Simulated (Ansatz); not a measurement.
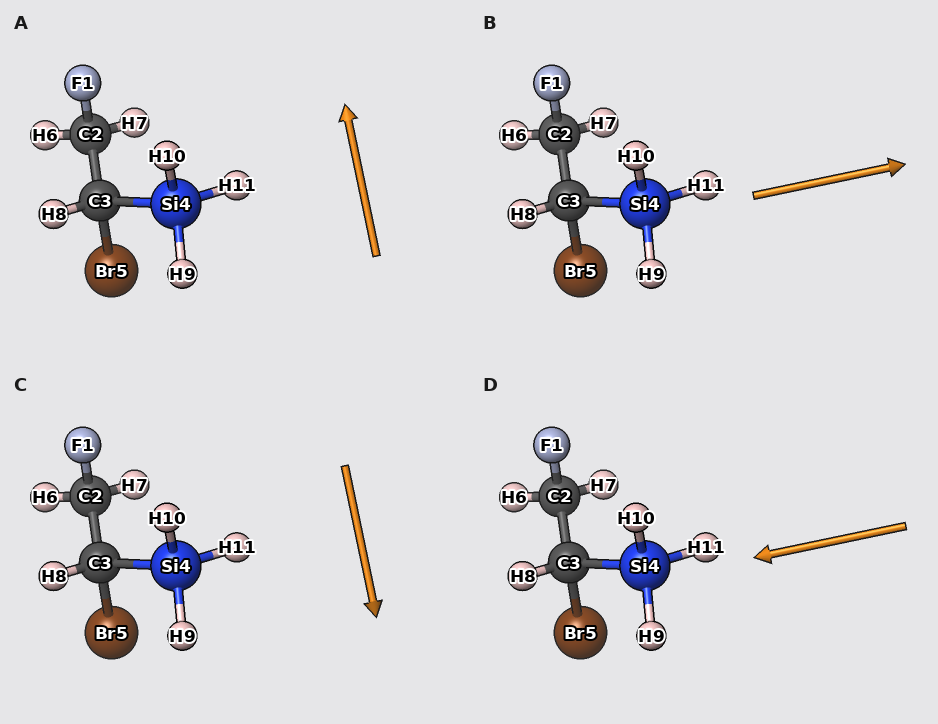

The same molecule four times, each with an arrow. The computed structure is the end point of a PBE0-D4/def2-TZVP optimisation. No frequency run is at hand to confirm it as a minimum. Method: RKS r2SCAN-D4/def2-TZVPP (Ansatz 0.2.0).

Question: Which arrow points along the dipole moment, from the negative to the positive end?

Answer: D. The dipole moment is 0.28 D; it points from the side of H11 to the side of H8 (the outermost atoms at the two ends).
